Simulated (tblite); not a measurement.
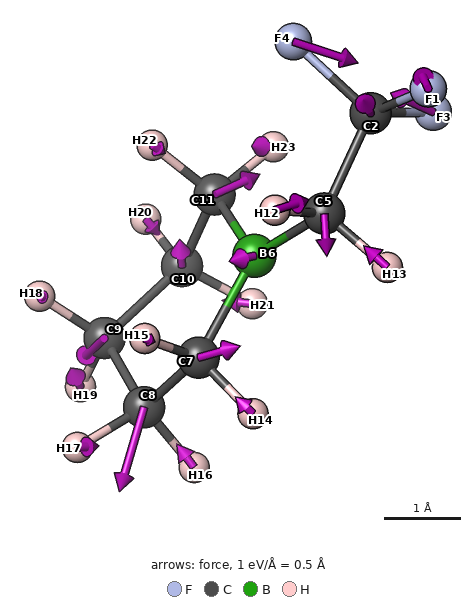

Starting geometry of C7H12BF3 with the computed forces as purple arrows. A ball-and-stick model, seen from a free direction.

Theory: GFN2-xTB geometry optimisation, gas phase in tblite. 

Question: Is this structure relaxed? If not, where do the atoms go?

Answer: It isn't relaxed: the largest force vector, on C8, is 2.43 eV/Å. The final displacements have little in common with the starting forces (cosine between the two patterns 0.28). After 67 geometry steps the energy has fallen by 0.775 eV. The atom that moves furthest after the best rigid fit is H17 (0.42 Å). Largest moves by element: H 0.42 Å, F 0.15 Å, C 0.14 Å, B 0.11 Å. Among the contacts that change: C2–F4 1.396 → 1.345 Å, F1–C2 1.391 → 1.349 Å, C8–C9 1.484 → 1.526 Å, C7–C8 1.495 → 1.534 Å. Bond angles that change, for instance: F3–C2–F4 114.8° → 106.3°, C10–C11–H23 102.2° → 109.0°, H20–C10–H21 114.1° → 107.5°. The run took 0.57 s on 1 thread of Intel(R) Xeon(R) Platinum 8488C (shared host).
